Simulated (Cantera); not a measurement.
Charge: 1 mol H₂S, 9.3 mol H₂, at 210000 Torr.

Equilibrium computed with Cantera from the NASA thermochemical tables; the gas is ideal and each condensed phase is pure. Candidate condensed phases: S; 7 gas species. The ideal-gas law is rough above about 30 bar. Gases not in the tables: S₃ to S₇. Rates play no part.

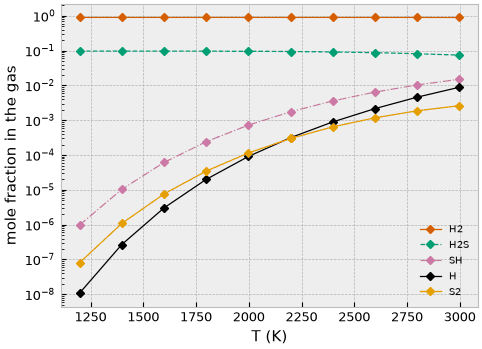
Figure. Equilibrium gas composition (values under 1e-9 drawn at 1e-9)

From 1198 K to 2998 K nothing is condensed.
